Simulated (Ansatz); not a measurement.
## Ag (Fm-3m): phonon-mediated transition temperature

Aim: the phonon-mediated transition temperature of Ag (Fm-3m) at ambient pressure, over a range of μ*. The cell shown first is a relaxed one, from steps not shown here.

Main program and level: Ansatz 0.2.0; DFT PBE, scalar-relativistic, plane waves, PAW; PAW set soft_1.

## Step 1: The cell after earlier relaxation steps

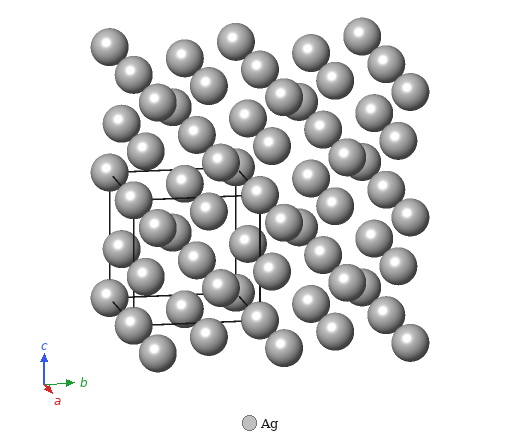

Start, viewed slightly off an axis; silver light grey. 2×2×2 cells are drawn. This picture shows the conventional cell, with its axes. Some periodic images of atoms are drawn too.

## Step 2: Resistivity: q 4×4×4, k 16×16×16, scattering 24×24×24

The run that gives the couplings also evaluates McMillan's and Allen and Dynes's formulas and, where asked, the Eliashberg equations, over a range of μ*.

File input.yaml:

```yaml
crystal:
  lattice:
    - [0.0, 2.0756899872, 2.0756899872]
    - [2.0756899872, 0.0, 2.0756899872]
    - [2.0756899872, 2.0756899872, 0.0]
  atoms:
    - { symbol: Ag, position: [0.0, 0.0, 0.0] }
kpoints:
  mp_grid: { grid: [16, 16, 16] }
hamiltonian:
  xc: pbe
  pseudopotentials: { kind: paw, azcp: { folder: soft_1 } }
scf:
  occupations: { method: methfessel_paxton, width: 0.2 }
output:
  eigenvalues: true
phonons:
  method: dfpt
  qmesh: [4, 4, 4]
  temperatures: { t_max: 1000, t_step: 50 }
  qpath:
    path:
      - [[0.0, 0.0, 0.0], [0.5, 0.0, 0.5], [0.625, 0.25, 0.625]]
      - [[0.375, 0.375, 0.75], [0.0, 0.0, 0.0], [0.5, 0.5, 0.5], [0.5, 0.25, 0.75], [0.5, 0.0, 0.5]]
    npoints: 6
  electrical_resistivity:
    mesh: [24, 24, 24]
    temperatures: [20.0, 50.0, 80.0, 100.0, 150.0, 200.0, 273.0, 300.0, 400.0, 500.0, 600.0, 800.0]
  superconductivity: { mesh: [24, 24, 24] }
```

Started as:

```console
$ ansatz run input.yaml --threads 16 --pin off --max-ram 92160MiB --backend cuda --events-out ev --progress --plain --runs-dir out --max-vram 78GiB
```

Numbers of over 12 decimals in the logs are rounded to 6 here.

What it wrote:

```text
Engine: ansatz 0.2.0, aarch64-unknown-linux-gnu
Pseudopotentials: kind: paw
Pseudopotential: Ag, paw, valence charge 19, recommended cutoff 420 eV (normal), soft_1/Ag.paw.azcp
Functional definition: PBE
  parameter kappa = 0.804
  parameter beta = 0.066725
  exchange = pbe_x(kappa = kappa, mu = beta*pi^2/3)
  correlation = pbe_c(beta = beta)
[...]
Crystal: 1 atoms, lattice volume = 17.886 Å³
Basis set: ecut = 420 eV, 339 PW (Γ), exchange–correlation on 40×40×40 points (8 copies of the dense FFT grid, shifted against one another)
Bands: 14, of which v1, the nominal top of the filled ones, is band 10 counted from 1 (9 counted from 0)
Symmetry: 48 space group operations
k-points: 145 of 4096
Non-local potential: Ag, projectors of the file, l = 0: 3, l = 1: 2, l = 2: 2, l = 3: 1
PAW form: soft (Blöchl's): semilocal exchange-correlation on the pseudo side does not see the compensation charge
PAW one-centre angular grid: Ag, 590 points (default); XC on 64 Gauss nodes
Initial density: superposition of atomic densities (chi_scale 0.1, normalization cell)
Initial wavefunctions: pseudopotential atomic-orbital guess
[...]
Functional: x = pbe(κ = 0.804, μ = 0.219515), c = pbe(β = 0.066725)
SCF iter   1: F=—  HF=-7590.844869 eV  |F-HF|=—  |Δ(HF+E_count)|=         —  Δρ=6.70e-2  dr2=8.76e-1  ethr=3.10e-3  ⟨swp⟩=4.2  Hψ=9836  notcnv=0
preconditioner: auto → none  [metal: Δε(μ)=0.080 eV  Ē_g=15.207 eV  σ=0.200 eV  W_gap=0.33  n_scr=8 (ndim 8)  ℏωp=29.1 eV  f_vac=0.000  D(μ)=0.25/eV (n_scr^D=0)  sad-step TF]
SCF iter   2: F=—  HF=-7590.640835 eV  |F-HF|=—  |Δ(HF+E_count)|=   2.04e-1  S|Δr|=    0.00e0  Δρ=2.29e-2  dr2=1.04e-1  ethr=3.10e-3  ⟨swp⟩=2.5  Hψ=4095  notcnv=0
[...]
SCF iter   7: F=-7590.615610 eV  HF=-7590.615610 eV  |F-HF|=9.09e-12  |Δ(HF+E_count)|=  8.18e-10  S|Δr|=    0.00e0  Δρ=2.71e-7  dr2=3.74e-12  ethr=1.00e-12  ⟨swp⟩=4.7  Hψ=9641  notcnv=0
SCF 1 converged in 7 iterations: F = -7590.615610 eV  dr2 = 3.74e-12
  greatest PAW one-centre occupation: 1.001 electrons in one spin orbital (limit 2), on the Ag atom at site 0 (counted from 0), in its partial waves of l = 0
[...]
NSCF: frozen V_eff on 145 k-points, pencils in batches of 32, up to order 56
[...]
NSCF: frozen V_eff on 145 k-points
[...]
DFPT response loops at q = (0, 0, 0) (fractional): preconditioner auto → Kerker (q_TF=auto, 2.756 Å⁻¹) (partly filled bands, converged f_vac=0.000); β = 1.00, the filter's whole step (`scf.mixing.beta` (0.50) is not read by the response loops under this deck's `scf.mixing.preconditioner`; to damp them name `kerker` or `kerker_dos`, under which they read `scf.mixing.beta`, and type it under 1.00, their step now; both keys bind the ground state too); Anderson in place of MSR1; while a model of the screening serves, it and β = 1 on shorter waves in the place of filter and β
[...]
NSCF: frozen V_eff on 145 k-points
[...]
DFPT response loops at q = (0, 0, 0.25) (fractional): mixed as the last ones told, above
[...]
DFPT response loops at q = (0, 0, -0.5) (fractional): mixed as the last ones told, above
[...]
DFPT response loops at q = (0, 0.25, 0.25) (fractional): mixed as the last ones told, above
[...]
DFPT response loops at q = (0, 0.25, -0.5) (fractional): mixed as the last ones told, above
[...]
DFPT response loops at q = (0, 0.25, -0.25) (fractional): mixed as the last ones told, above
[...]
DFPT response loops at q = (0, -0.5, -0.5) (fractional): mixed as the last ones told, above
[...]
DFPT response loops at q = (0.25, -0.5, -0.25) (fractional): mixed as the last ones told, above
[...]
SCF iter   1: F=—  HF=-7590.844869 eV  |F-HF|=—  |Δ(HF+E_count)|=         —  Δρ=6.70e-2  dr2=8.76e-1  ethr=3.10e-3  ⟨swp⟩=4.2  Hψ=9836  notcnv=0
SCF iter   2: F=—  HF=-7590.640835 eV  |F-HF|=—  |Δ(HF+E_count)|=   2.04e-1  S|Δr|=    0.00e0  Δρ=2.29e-2  dr2=1.04e-1  ethr=3.10e-3  ⟨swp⟩=2.5  Hψ=4095  notcnv=0
SCF iter   3: F=—  HF=-7590.614742 eV  |F-HF|=—  |Δ(HF+E_count)|=   2.61e-2  S|Δr|=    0.00e0  Δρ=5.92e-3  dr2=4.46e-3  ethr=5.46e-4  ⟨swp⟩=1.5  Hψ=2401  notcnv=0
SCF iter   4: F=—  HF=-7590.615413 eV  |F-HF|=—  |Δ(HF+E_count)|=   6.70e-4  S|Δr|=    0.00e0  Δρ=1.48e-3  dr2=3.16e-4  ethr=2.35e-5  ⟨swp⟩=2.4  Hψ=4449  notcnv=0
[...]
SCF 2 converged in 7 iterations: F = -7590.615610 eV  dr2 = 3.71e-12
[...]
SCF converged after 7 iterations
[...]
mean free path at 20 K (of a tensor a third of its trace): 21575 nm by what each carries, 15886 by the Fermi surface alone
  Hall coefficient in a weak field at 20 K (a third of the trace): -1.059e-10 m³/C (as a tensor it moves by 4.3 % between the two finest meshes); by each state's relaxation time: -1.075e-10 m³/C; by a constant relaxation time: -8.756e-11 m³/C
  mean free path at 50 K (of a tensor a third of its trace): 656 nm by what each carries, 569 by the Fermi surface alone
  Hall coefficient in a weak field at 50 K (a third of the trace): -9.593e-11 m³/C (as a tensor it moves by 4.3 % between the two finest meshes); by each state's relaxation time: -9.422e-11 m³/C; by a constant relaxation time: -8.761e-11 m³/C
  mean free path at 80 K (of a tensor a third of its trace): 239 nm by what each carries, 224 by the Fermi surface alone
  Hall coefficient in a weak field at 80 K (a third of the trace): -8.892e-11 m³/C (as a tensor it moves by 3.9 % between the two finest meshes); by each state's relaxation time: -8.966e-11 m³/C; by a constant relaxation time: -8.751e-11 m³/C
  mean free path at 100 K (of a tensor a third of its trace): 168 nm by what each carries, 160 by the Fermi surface alone
  Hall coefficient in a weak field at 100 K (a third of the trace): -8.731e-11 m³/C (as a tensor it moves by 3.7 % between the two finest meshes); by each state's relaxation time: -8.826e-11 m³/C; by a constant relaxation time: -8.743e-11 m³/C
  mean free path at 150 K (of a tensor a third of its trace): 99.0 nm by what each carries, 95.6 by the Fermi surface alone
  Hall coefficient in a weak field at 150 K (a third of the trace): -8.590e-11 m³/C (as a tensor it moves by 3.6 % between the two finest meshes); by each state's relaxation time: -8.697e-11 m³/C; by a constant relaxation time: -8.724e-11 m³/C
  mean free path at 200 K (of a tensor a third of its trace): 71.2 nm by what each carries, 69.0 by the Fermi surface alone
  Hall coefficient in a weak field at 200 K (a third of the trace): -8.549e-11 m³/C (as a tensor it moves by 3.6 % between the two finest meshes); by each state's relaxation time: -8.659e-11 m³/C; by a constant relaxation time: -8.710e-11 m³/C
  mean free path at 273 K (of a tensor a third of its trace): 51.0 nm by what each carries, 49.5 by the Fermi surface alone
  Hall coefficient in a weak field at 273 K (a third of the trace): -8.528e-11 m³/C (as a tensor it moves by 3.6 % between the two finest meshes); by each state's relaxation time: -8.641e-11 m³/C; by a constant relaxation time: -8.700e-11 m³/C
  mean free path at 300 K (of a tensor a third of its trace): 46.2 nm by what each carries, 44.8 by the Fermi surface alone
  Hall coefficient in a weak field at 300 K (a third of the trace): -8.526e-11 m³/C (as a tensor it moves by 3.6 % between the two finest meshes); by each state's relaxation time: -8.638e-11 m³/C; by a constant relaxation time: -8.698e-11 m³/C
  mean free path at 400 K (of a tensor a third of its trace): 34.3 nm by what each carries, 33.3 by the Fermi surface alone
  Hall coefficient in a weak field at 400 K (a third of the trace): -8.524e-11 m³/C (as a tensor it moves by 3.6 % between the two finest meshes); by each state's relaxation time: -8.636e-11 m³/C; by a constant relaxation time: -8.694e-11 m³/C
  mean free path at 500 K (of a tensor a third of its trace): 27.3 nm by what each carries, 26.5 by the Fermi surface alone
  Hall coefficient in a weak field at 500 K (a third of the trace): -8.528e-11 m³/C (as a tensor it moves by 3.5 % between the two finest meshes); by each state's relaxation time: -8.638e-11 m³/C; by a constant relaxation time: -8.694e-11 m³/C
  mean free path at 600 K (of a tensor a third of its trace): 22.7 nm by what each carries, 22.1 by the Fermi surface alone
  Hall coefficient in a weak field at 600 K (a third of the trace): -8.536e-11 m³/C (as a tensor it moves by 3.5 % between the two finest meshes); by each state's relaxation time: -8.642e-11 m³/C; by a constant relaxation time: -8.694e-11 m³/C
  mean free path at 800 K (of a tensor a third of its trace): 17.0 nm by what each carries, 16.5 by the Fermi surface alone
  Hall coefficient in a weak field at 800 K (a third of the trace): -8.559e-11 m³/C (as a tensor it moves by 3.4 % between the two finest meshes); by each state's relaxation time: -8.654e-11 m³/C; by a constant relaxation time: -8.696e-11 m³/C
  the resistivity times a path that all electrons share, by the Fermi surface of the deck's mesh alone (a third of the trace): 8.735e-16 Ω·m²
  not converged in the mesh (λ_tr): between neighbouring meshes, the two finest first, λ moves by 0.10 % and 4.19 %, λ_tr by 1.03 % and 7.21 % and the resistivity by up to 1.95 % and 0.86 %; an estimate, no bound, puts it up to 8.6e-7 % above the Boltzmann equation's exact value after up to 5 iterations (at most 30 are made, fewer where the estimate is under 1.0e-6 % of each spin channel's own resistivity)
  vibrations of 64 cells: unjudged by the run; compare a larger repeat
  the changes of the potential over all sites missed a rigid shift's by 0.00 % (the site terms' by 0.01 %)
  at the force constants' own smearing the fine mesh and the k-points of their solves give squared frequencies that differ by 1.6 % of the larger at the most, at (0, 0.25, -0.25)
--- Superconductivity: potentials and phonons of a 4×4×4 supercell ---
           mesh         λ    ħω_log (meV)  μ* declared at (meV)
       24×24×24    0.1424          11.744               13.129
       12×12×12    0.1423          11.783               13.131
          6×6×6    0.1482          11.818               13.088
  λ by the species' shares of the modes' patterns: Ag 0.1424
  with the Fermi level up to 19.6 meV (the hardest mode) off, states and modes as they are: density of states 0.1376 to 0.1377 /eV of one spin and cell, λ 0.1417 to 0.1432
  transition temperature on the deck's mesh (K), isotropic and anisotropic, restricted to the Fermi surface (FSR) and over the full bandwidth (FBW), and the last with the density of states resolved in a narrower window:
        μ*   McMillan   Allen–Dynes      iso. FSR      iso. FBW    aniso. FSR    aniso. FBW  narrow window
      0.08      0.000         0.000    none_found    none_found    none_found    none_found     none_found
      0.10      0.000         0.000    none_found    none_found    none_found    none_found     none_found
      0.12      0.000         0.000    none_found    none_found    none_found    none_found     none_found
      0.13      0.000         0.000    none_found    none_found    none_found    none_found     none_found
      0.14          -             -    none_found    none_found    none_found    none_found     none_found
      0.16          -             -    none_found    none_found    none_found    none_found     none_found
      0.20          -             -    none_found    none_found    none_found    none_found     none_found
  none_found: no transition down to 0.1 K
  isotope coefficients −∂ln Tc/∂ln M under μ* = 0.13, the force constants as they are, of the isotropic transitions restricted to the Fermi surface and over the full bandwidth: Ag - and -
  converged in the mesh: between neighbouring meshes, the two finest first, λ moves by 0.10 % and 4.19 % and the anisotropic transition temperature over the full bandwidth at μ* = 0.13 by nothing (neither mesh has one) and nothing (neither mesh has one); converged means that the two finest part by at most 2.00 % and 5.00 %
  vibrations of 64 cells: unjudged by the run; compare a larger repeat
  the changes of the potential over all sites missed a rigid shift's by 0.00 % (the site terms' by 0.01 %)
  at the force constants' own smearing the fine mesh and the k-points of their solves give squared frequencies that differ by 1.6 % of the larger at the most, at (0, 0.25, -0.25)
```

Elapsed: 16 s, on 1 × NVIDIA GB200 with 16 threads of Arm Neoverse V2, shared host; peak memory 2.7 GiB.

This step gave:

```yaml
volume_per_atom: 17.89 Å³/atom
metallic_on_mesh: yes
gap_on_the_k_mesh: 0 eV
zero_point_energy: 0.01890 eV/cell
share_of_imaginary_modes_in_the_plain_interpolation_between_solved_wavevectors: 0
highest_frequency_solved_or_plainly_interpolated: 156.8 cm⁻¹
debye_temperature_second_moment: 198 K
resistivity_at_300_k: 1.949 μΩ cm
coupling_constant_lambda: 0.1424
density_of_states_at_the_fermi_level: 0.1376 states/eV a spin and cell
log_mean_phonon_energy_omega_log: 11.74 meV
transport_coupling_constant_lambda_tr: 0.1334, 0.1334, 0.1334 (xx, yy, zz)
drude_plasma_energy: 8.946, 8.946, 8.946 eV (xx, yy, zz)
resistivity_times_mean_free_path: 8.735, 8.735, 8.735 × 10⁻¹⁶ Ω m² (xx, yy, zz)
second_moment_phonon_energy_omega: 13.13 meV
coupling_lambda_by_branch: 0.0415, 0.0553, 0.0456 (branches by rank of frequency)
```

An empty cell: under 1 mK by a formula, or no transition down to the floor of the Eliashberg search. Transition temperatures:

```
  μ*  McMillan Tc (K)  Allen–Dynes Tc (K)
0.08                -                   -
 0.1                -                   -
0.12                -                   -
0.13                -                   -
0.14                -                   -
0.16                -                   -
 0.2                -                   -
```

## Step 3: Electron–phonon run: q 4×4×4, k 20×20×20, scattering 32×32×32

The next rung changes the k mesh of the density and its response; the scattering mesh, which samples the Fermi surface.

input.yaml, as its differences from that of step 2:

```diff
@@ -8,3 +8,3 @@
 kpoints:
-  mp_grid: { grid: [16, 16, 16] }
+  mp_grid: { grid: [20, 20, 20] }
 hamiltonian:
@@ -26,4 +26,4 @@
   electrical_resistivity:
-    mesh: [24, 24, 24]
+    mesh: [32, 32, 32]
     temperatures: [20.0, 50.0, 80.0, 100.0, 150.0, 200.0, 273.0, 300.0, 400.0, 500.0, 600.0, 800.0]
-  superconductivity: { mesh: [24, 24, 24] }
+  superconductivity: { mesh: [32, 32, 32] }
```

What it wrote:

```text
[...]
Crystal: 1 atoms, lattice volume = 17.886 Å³
Basis set: ecut = 420 eV, 339 PW (Γ), exchange–correlation on 40×40×40 points (8 copies of the dense FFT grid, shifted against one another)
Bands: 14, of which v1, the nominal top of the filled ones, is band 10 counted from 1 (9 counted from 0)
Symmetry: 48 space group operations
k-points: 256 of 8000
[...]
SCF iter   1: F=—  HF=-7590.845482 eV  |F-HF|=—  |Δ(HF+E_count)|=         —  Δρ=6.69e-2  dr2=8.73e-1  ethr=3.10e-3  ⟨swp⟩=4.1  Hψ=17471  notcnv=0
[...]
SCF iter   2: F=—  HF=-7590.641944 eV  |F-HF|=—  |Δ(HF+E_count)|=   2.04e-1  S|Δr|=    0.00e0  Δρ=2.29e-2  dr2=1.04e-1  ethr=3.10e-3  ⟨swp⟩=2.5  Hψ=7265  notcnv=0
[...]
SCF iter   7: F=-7590.616554 eV  HF=-7590.616554 eV  |F-HF|=9.09e-12  |Δ(HF+E_count)|=  7.68e-10  S|Δr|=    0.00e0  Δρ=2.79e-7  dr2=4.49e-12  ethr=1.00e-12  ⟨swp⟩=4.7  Hψ=16759  notcnv=0
SCF 1 converged in 7 iterations: F = -7590.616554 eV  dr2 = 4.49e-12
[...]
NSCF: frozen V_eff on 256 k-points, pencils in batches of 32, up to order 56
[...]
NSCF: frozen V_eff on 256 k-points
[...]
SCF iter   1: F=—  HF=-7590.845482 eV  |F-HF|=—  |Δ(HF+E_count)|=         —  Δρ=6.69e-2  dr2=8.73e-1  ethr=3.10e-3  ⟨swp⟩=4.1  Hψ=17471  notcnv=0
[...]
SCF iter   4: F=—  HF=-7590.616366 eV  |F-HF|=—  |Δ(HF+E_count)|=   6.55e-4  S|Δr|=    0.00e0  Δρ=1.48e-3  dr2=3.17e-4  ethr=2.38e-5  ⟨swp⟩=2.4  Hψ=7771  notcnv=0
[...]
SCF 2 converged in 7 iterations: F = -7590.616554 eV  dr2 = 4.52e-12
[...]
SCF converged after 7 iterations
[...]
vibrations of 64 cells: unjudged by the run; compare a larger repeat
[...]
--- Superconductivity: potentials and phonons of a 4×4×4 supercell ---
           mesh         λ    ħω_log (meV)  μ* declared at (meV)
       32×32×32    0.1440          11.706               13.122
       16×16×16    0.1437          11.744               13.134
          8×8×8    0.1469          11.774               13.068
  λ by the species' shares of the modes' patterns: Ag 0.1440
[...]
0.08      0.000         0.000    none_found    none_found    none_found    none_found     none_found
      0.10      0.000         0.000    none_found    none_found    none_found    none_found     none_found
      0.12      0.000         0.000    none_found    none_found    none_found    none_found     none_found
      0.13      0.000         0.000    none_found    none_found    none_found    none_found     none_found
      0.14          -             -    none_found    none_found    none_found    none_found     none_found
      0.16          -             -    none_found    none_found    none_found    none_found     none_found
      0.20          -             -    none_found    none_found    none_found    none_found     none_found
  none_found: no transition down to 0.1 K
[...]
vibrations of 64 cells: unjudged by the run; compare a larger repeat
[...]
```

Wall time 28 s (1 × NVIDIA GB200 with 16 threads); peak memory 2.8 GiB; 4.8 min of CPU time.

This step gave:

```yaml
zero_point_energy: 0.01895 eV/cell
highest_frequency_solved_or_plainly_interpolated: 157.0 cm⁻¹
resistivity_at_300_k: 1.945 μΩ cm
coupling_constant_lambda: 0.144
density_of_states_at_the_fermi_level: 0.1387 states/eV a spin and cell
log_mean_phonon_energy_omega_log: 11.71 meV
transport_coupling_constant_lambda_tr: 0.1335, 0.1335, 0.1335 (xx, yy, zz)
drude_plasma_energy: 8.957, 8.957, 8.957 eV (xx, yy, zz)
resistivity_times_mean_free_path: 8.7, 8.7, 8.7 × 10⁻¹⁶ Ω m² (xx, yy, zz)
second_moment_phonon_energy_omega: 13.12 meV
coupling_lambda_by_branch: 0.0412, 0.0561, 0.0467 (branches by rank of frequency)
```

An empty cell: under 1 mK by a formula, or no transition down to the floor of the Eliashberg search. Transition temperatures:

```
  μ*  McMillan Tc (K)  Allen–Dynes Tc (K)
0.08                -                   -
 0.1                -                   -
0.12                -                   -
0.13                -                   -
0.14                -                   -
0.16                -                   -
 0.2                -                   -
```

The value for the highest frequency, solved or plainly interpolated stays at 157 cm⁻¹, as in step 2 (changed since: k-mesh 20×20×20 and scattering mesh 32×32×32).

[end of part 1 of 2]

[Logs are printed without paths, hosts, clocks, repeated set-up lines and the standing remarks that a program may print on its own settings, such as how far it seeks lower states.]

[Hosts, paths, dates, database ids (printed as entryN), source tags and the programs' standing remarks are cut or masked in the printed files.]
